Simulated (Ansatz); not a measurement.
The starting structures come from a database of crystals and need not be the phases stable at ambient conditions.

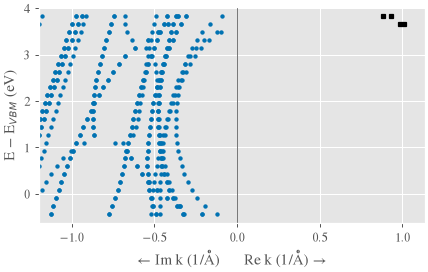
Fig. 1. Complex bands at the centre of the two-dimensional zone; r2SCAN run with Ansatz (a first-principles code)

The gap is the functional's own. No spin-orbit coupling. Mid-gap values are interpolated on the energy grid.

### Question
This is CaHI (P4/nmm, not sure to be the ambient phase, 6 atoms a cell, 22.7 Å³ an atom, 2 GPa at this level) along the normal of (110). Read off the slowest decay at the centre of the two-dimensional zone at 1.78 eV, the computed energy nearest the middle of the gap.

### Answer
κ ≈ 0.37 1/Å, a decay length 1/(2κ) of the density of 1.4 Å.
